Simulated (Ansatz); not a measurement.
The starting structures come from a database of crystals and need not be the phases stable at ambient conditions.

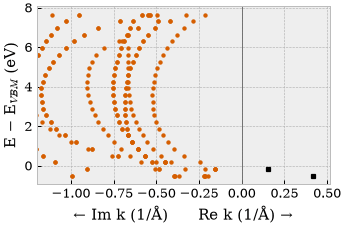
Figure: Complex bands at the centre of the two-dimensional zone; r2SCAN (Ansatz, a quantum-chemistry and plane-wave program)

No gap correction and no spin-orbit coupling; mid-gap values are interpolated between computed energies.

Problem. This is Cs2NaScF6 (Fm-3m, not sure to be the ambient phase, 10 atoms a cell, 18.2 Å³ an atom, -3 GPa at this level) along the normal of (111). Read off the slowest decay at the centre of the two-dimensional zone at 3.91 eV, the computed energy nearest the middle of the gap.

Solution. κ ≈ 0.52 1/Å, a decay length 1/(2κ) of the density of 0.96 Å.
